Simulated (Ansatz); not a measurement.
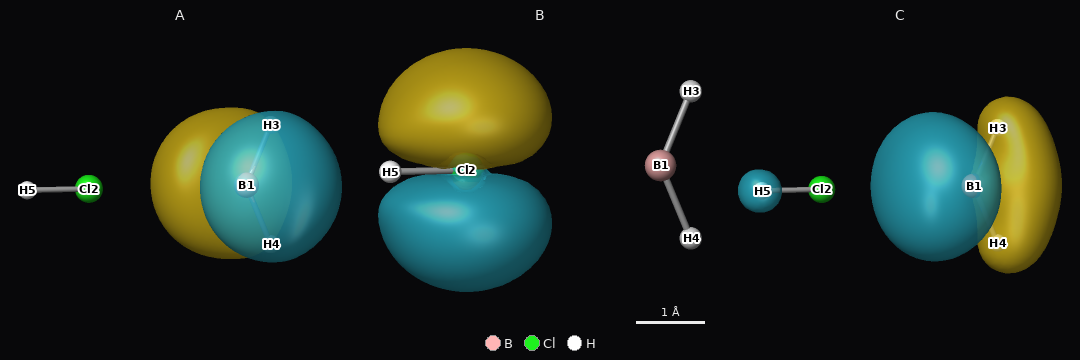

BH2···HCl (doublet). Three frontier orbitals at ±0.1 Å⁻³ᐟ² (yellow and cyan are the two phases), in no order.

Method: UKS PBE-D4/def2-SVP in Ansatz.

```yaml
atoms:
  - { symbol: B, position_ang: [0.0000, 0.0000, -0.4394] }
  - { symbol: Cl, position_ang: [0.0000, 0.0000, 2.8741] }
  - { symbol: H, position_ang: [1.0974, 0.0000, -0.9557] }
  - { symbol: H, position_ang: [-1.0974, 0.0000, -0.9557] }
  - { symbol: H, position_ang: [0.0000, 0.0000, 4.1767] }
```

Order the three orbitals by energy and name them. All are α orbitals.

B is the HOMO−1 (α) (−7.26 eV). By Hirshfeld shares it lies mainly on Cl2 (about 95 %); it is symmetric in the molecular plane (an in-plane orbital: σ, lone-pair or in-plane π type); largely a lone pair of Cl2. C is the HOMO (α) (−4.73 eV). By Hirshfeld shares it lies mainly on B1 (about 80 %), H3 (about 10 %) and H4 (about 10 %); it is symmetric in the molecular plane (an in-plane orbital: σ, lone-pair or in-plane π type). A is the LUMO (α) (−3.32 eV). Its weight (Hirshfeld) is mainly on B1 (about 85 %), H3 (about 10 %) and H4 (about 10 %); it changes sign across the molecular plane (π type).

What is the gap between the highest occupied and lowest empty α orbitals?

1.41 eV between the orbital energies.
